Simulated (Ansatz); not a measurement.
# LiSc3 (built on the sites of a database entry of LiAl3): a soft mode frozen in, part 3 of 3

Aim: this structure of LiSc3 (built on the sites of a database entry of LiAl3) is to be tested for unstable modes, and one is followed downhill.

Ansatz 0.2.0; DFT PBEsol, scalar-relativistic, plane waves, PAW.

So far. Step 5 (Energy along the mode, all amplitudes (two of the runs …): The lowest of the steps tried is the last one, at 0.6 Å, 81.7 meV/atom below the parent; the bottom of the well need not coincide with a step. Step 7 (The new phase in its own primitive cell): The largest force component left is 0.11 meV/Å and the pressure is 0.000 GPa, within the tolerances set. The cell now holds 21.78 Å³/atom. The relaxed cell has a, b, c = 6.418, 8.505, 6.385 Å (conventional setting).

The structure was built from a prototype and need not be the compound's stable phase.

**8. Modes of the new phase, k-mesh 8×8×8**

A relaxed structure may still be a saddle point, so its zone-centre modes are computed. No field response is asked, since the mesh shows no gap.

The input, input.yaml:

```yaml
crystal:
  lattice:
    - [-3.2088367878, 4.2522935382, 3.1927441867]
    - [3.2088367878, -4.2522935382, 3.1927441867]
    - [3.2088367878, 4.2522935382, -3.1927441867]
  atoms:
    - { symbol: Li, position: [0.2452481722, 0.9952481722, 0.25] }
    - { symbol: Li, position: [0.7547518278, 0.0047518278, 0.75] }
    - { symbol: Sc, position: [0.1642725741, 0.4142725741, 0.75] }
    - { symbol: Sc, position: [0.8357274259, 0.5857274259, 0.25] }
    - { symbol: Sc, position: [0.7012095074, 0.0, 0.2012095074] }
    - { symbol: Sc, position: [0.2987904926, 0.0, 0.7987904926] }
    - { symbol: Sc, position: [0.7012095074, 0.5, 0.7012095074] }
    - { symbol: Sc, position: [0.2987904926, 0.5, 0.2987904926] }
kpoints:
  mp_grid: { grid: [8, 8, 8] }
hamiltonian:
  xc: pbesol
scf:
  occupations: { method: methfessel_paxton, width: 0.2 }
output:
  eigenvalues: true
phonons:
  method: dfpt
```

On the command line:

```bash
ansatz run input.yaml --threads 4 --pin off --max-ram 14336MiB --backend cpu --events-out ev --progress --plain --runs-dir out
```

Numbers of over 12 decimals in the logs are rounded to 6 here.

The log of the run:

```text
[...]
Crystal: 8 atoms, lattice volume = 174.259 Å³
Basis set: ecut = 420 eV, 3415 PW (Γ), exchange–correlation on 96×96×96 points (8 copies of the dense FFT grid, shifted against one another)
Bands: 44, of which v1, the nominal top of the filled ones, is band 36 counted from 1 (35 counted from 0)
Symmetry: 8 space group operations
k-points: 260 of 512 (irreducible under 1 space group operation, time reversal used)
[...]
SCF iter   1: F=—  HF=-13073.104887 eV  |F-HF|=—  |Δ(HF+E_count)|=         —  Δρ=6.88e-3  dr2=1.34e-1  ethr=1.77e-3  ⟨swp⟩=6.5  Hψ=106149  notcnv=0
[...]
SCF iter  10: F=-13073.066562 eV  HF=-13073.066562 eV  |F-HF|=1.82e-12  |Δ(HF+E_count)|=  9.09e-12  S|Δr|=    0.00e0  Δρ=2.93e-8  dr2=1.47e-12  ethr=1.00e-12  ⟨swp⟩=10.1  Hψ=53498  notcnv=0
SCF 1 converged in 10 iterations: F = -13073.066562 eV  dr2 = 1.47e-12
[...]
DFPT response loops at Γ: preconditioner auto → Kerker (q_TF=auto, 2.355 Å⁻¹) (partly filled bands, converged f_vac=0.000); β = 1.00, the filter's whole step (`scf.mixing.beta` (0.50) is not read by the response loops under this deck's `scf.mixing.preconditioner`; to damp them name `kerker` or `kerker_dos`, under which they read `scf.mixing.beta`, and type it under 1.00, their step now; both keys bind the ground state too); Broyden in place of MSR1
SCF converged after 10 iterations
[...]
Free energy (F): -13073.066562 eV
[...]
Internal energy: -13073.075099 eV  (E = F + TS)
E sigma→0 (E₀):  -13073.068696 eV
Entropy (-TS):   0.008538 eV (1.067 meV/atom)
Fermi energy:    8.138616 eV
[...]
--- Band table (eV; the first three rows and the last of 260) ---
  k-point 0: bands = [... 32 lower, 7.6042, 7.6134, 7.7163, 7.8445, 8.2634, 8.2740, 8.5972, 8.6909, ... 12 higher]
  k-point 1: bands = [... 32 lower, 7.6067, 7.6548, 7.7821, 7.8583, 8.1786, 8.3638, 8.4475, 8.7139, ... 12 higher]
  k-point 2: bands = [... 32 lower, 7.5595, 7.6129, 7.8329, 7.9536, 8.0866, 8.3419, 8.5159, 8.5939, ... 12 higher]
  k-point 259: bands = [... 32 lower, 7.1585, 7.6255, 7.7362, 8.3481, 8.4880, 8.6323, 8.6709, 8.7037, ... 12 higher]
--- Phonons (Γ-DFPT): 9 representative perturbations + reference, on 260 of 512 k-points (Σ response iterations 32) ---
  k mesh reduced under 1 symmetry operation, with k and −k counted as one. Each operation leaves every solved perturbation unchanged. A smaller set is not used because it would not reduce the number of displacements times k-points to solve
  ASR residual: 4.711e-5 → 0.000e0 eV/Å²; symmetrization residual: 4.879e-6 eV/Å²
  ASR residual per site (eV/Å²): 1.02e-5 1.02e-5 1.46e-5 1.46e-5 4.71e-5 4.71e-5 4.71e-5 4.71e-5
  Γ frequencies (cm⁻¹): -16.24 0.00 0.00 0.00 41.22 126.38 128.92 140.43 143.53 144.56 152.42 187.34 189.07 197.62 223.22 230.54 233.66 247.53 328.36 329.14 345.65 348.11 421.95 430.33
  non-analytic LO–TO correction: not included (Born effective charges unavailable; polar crystals: no LO–TO splitting at Γ)
```

Run time: 11 min. Hardware: 4 threads of Arm Neoverse V2, shared host; peak memory 7.3 GiB.

Numbers from this step:

```yaml
sum_rule_residual_before_enforcement: 4.71e-5 eV/Å²
point_group: mmm
highest_optical_mode_at_the_zone_centre_no_lo_to_term: 430.3 cm⁻¹
lowest_optical_zone_centre_mode: -16.24 cm⁻¹
```

Patterns of degenerate modes are one choice out of their space. The modes at Γ (shares of kinetic energy by element, %) (negative means imaginary):

```tsv
mode	frequency (cm⁻¹)	symmetry	Li %	Sc %
1	-16.2	B2g	0	100
2	0.0	acoustic	5	95
3	0.0	acoustic	5	95
4	0.0	acoustic	5	95
5	41.2	B1g	0	100
6	126.4	B3g	2	98
7	128.9	B1g	0	100
8	140.4	Ag	0	100
9	143.5	Au	0	100
10	144.6	B3u	2	98
11	152.4	B3g	17	83
12	187.3	B2g	6	94
13	189.1	B1u	0	100
14	197.6	Ag	6	94
15	223.2	B3u	0	100
16	230.5	B2u	2	98
17	233.7	B1u	4	96
18	247.5	B3g	1	99
19	328.4	B3g	80	20
20	329.1	B2u	93	7
21	345.6	B2g	94	6
22	348.1	B3u	93	7
23	421.9	Ag	93	7
24	430.3	B1u	91	9
```

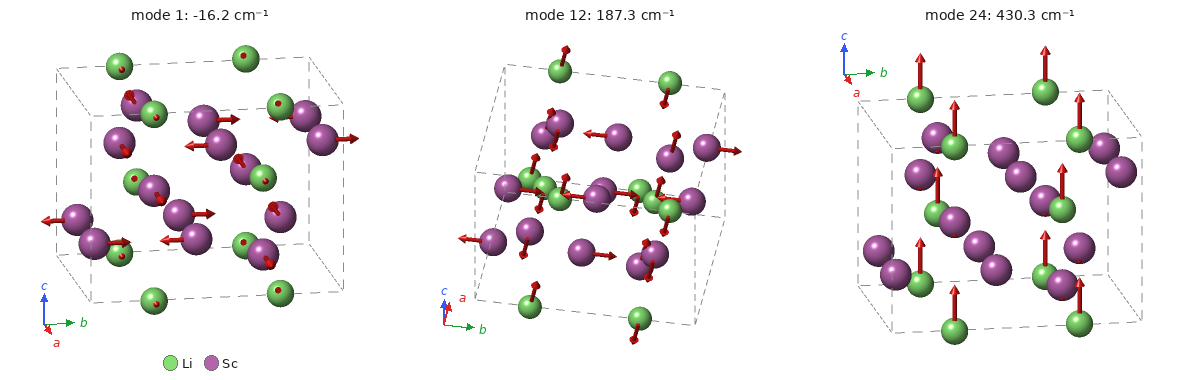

Displacement patterns of modes 1, 12 and 24 at Γ; arrows are exaggerated. Some periodic images of atoms are drawn too.

Before it was imposed, the acoustic sum rule was missed by 4.7e-5 eV/Å². Small misses are needed for a sound result but don't prove that mesh and cutoff are converged. The lowest optical mode is imaginary, 16.2i cm⁻¹, so the energy falls along it.

**9. What came out**

```yaml
unstable_mode_of_the_parent: q = (-0.5, -0.5, -0.5), 127i cm⁻¹
depth_at_the_lowest_point_sampled: 81.7 meV/atom
largest_atomic_shift_at_that_point: 0.6 Å
space_group_reached_within_0p01_a: Imma
energy_gained_over_the_parent_first_relaxation_on_the_mesh_of_the_frozen_mode: 91.4 meV/atom
volume_per_atom_phase_reached: 21.8 Å³
lowest_optical_zone_centre_mode_phase_reached: -16.2 cm⁻¹
highest_optical_mode_at_the_zone_centre_no_lo_to_term_phase_reached: 430 cm⁻¹
```

Along this mode the structure falls into Imma, 91.4 meV/atom below the parent. At the parent's cell the well is 81.67 meV/atom deep on the steps tried, with its lowest point at a shift of 0.6 Å. That is the last step tried, so the steps alone don't bracket the bottom of the well. Relaxing atoms and cell changes the gain by +9.72 meV/atom against the lowest step (energies at zero smearing). The new phase still has an imaginary mode at the zone centre of its cell, so it is a saddle point on the way to a lower structure. Of the 4 patterns followed to their end from this parent, this one ends 18.0 meV/atom above the lowest, I4/mcm. Each path keeps the symmetry of its pattern, so a lower phase may lie along a pattern not tried. With no gap, or one that is small against the smearing, the frequencies hang on the k mesh and the smearing, most of all near Kohn anomalies. The starting cell was built on a prototype and not taken from a measurement, so the phase need not exist.

[Logs are printed without paths, hosts, clocks, repeated set-up lines and the standing remarks that a program may print on its own settings, such as how far it seeks lower states.]

[Hosts, paths, dates, database ids (printed as entryN), source tags and the programs' standing remarks are cut or masked in the printed files.]
